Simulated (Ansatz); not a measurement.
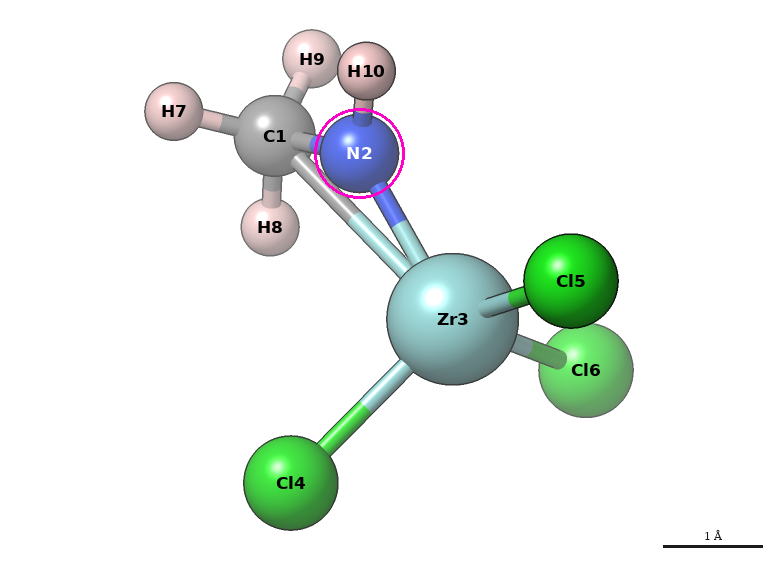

Orthographic view. Depth is shown by fading: the farther an atom, the more it takes the colour of the background. The species is neutral and a spin singlet. The geometry was computed by an optimisation with PBE0-D4/def2-TZVP.

Q: Which atoms are bonded to the circled atom?

A: The circled atom is N2; it is bonded to C1, Zr3, H10.

Q: Of C1 and N2, which is nearer the viewer?

A: N2; the bond to C1 points away from the viewer, so it looks shorter than its 1.45 Å.

Q: Which atom is nearest the viewer?

A: Cl5, 2.7 Å in front of the mean position.
